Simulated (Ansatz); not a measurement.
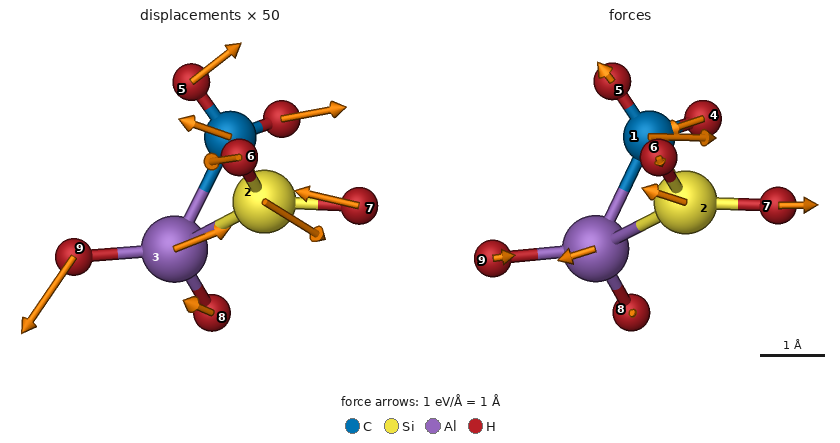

Left: CH$_{6}$AlSi (charge −1), with orange arrows for the displacements applied to it. Right: the displaced structure with the computed forces. Style: ball-and-stick. Shown from a free direction.

Method: RKS PBE0-D4/def2-TZVPPD in Ansatz. 

> How do the forces relate to the distortion?

All atoms are moved at random (σ = 0.02 Å) from the PBE0-D4/def2-TZVP minimum. The energy rises by 1.09 kcal/mol. The largest force is 1.3 eV/Å, on C1. The forces point partly back along the displacements (cosine −0.65). At other levels of theory the same distortion costs 1.16 kcal/mol (RKS PBE-D4/def2-TZVPPD), 1.08 kcal/mol (RKS r2SCAN-D4/def2-TZVPPD), 1.04 kcal/mol (RKS wB97M-V/def2-TZVPPD), 1.17 kcal/mol (RHF-CCSD(T), frozen core/def2-TZVPPD). Among the bonded contacts that change: Si2–H7 1.511 → 1.471 Å, Al3–H9 1.620 → 1.658 Å, C1–H4 1.092 → 1.120 Å, Si2–Al3 2.419 → 2.393 Å. Among the angles between lasting bonds that change: Si2–C1–H4 114.7° → 112.1°, Al3–C1–H5 119.0° → 121.5°.
